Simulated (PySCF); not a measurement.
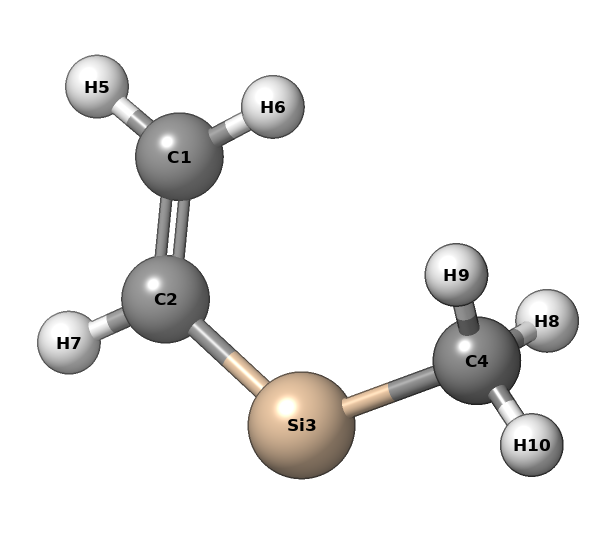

Charge 0, triplet. Computed geometry: GFN2-xTB optimisation. No frequency run is at hand to confirm it as a minimum. Properties computed with UKS B3LYP, pcH-1 on C H Si, non-relativistic (PySCF 2.14.0).

Give the isotropic hyperfine couplings (Fermi-contact term alone) of C1, C2, Si3, C4, H5, H6, H7, H8, H9, H10.

| atom | isotope | a_iso (MHz) |
| --- | --- | --- |
| C1 | 13C | 27.9 |
| C2 | 13C | 27.8 |
| Si3 | 29Si | −396.7 |
| C4 | 13C | 35.5 |
| H5 | 1H | 0.9 |
| H6 | 1H | −8.4 |
| H7 | 1H | −0.6 |
| H8 | 1H | 27.3 |
| H9 | 1H | 26.3 |
| H10 | 1H | 1.2 |

The spin state was imposed, and no run here compares it with a lower spin, which may lie lower. The geometry is semi-empirical. Around Si such bond lengths and angles can be off by a tenth of an ångström or more and by several degrees, and values that hang on the shape move with them.
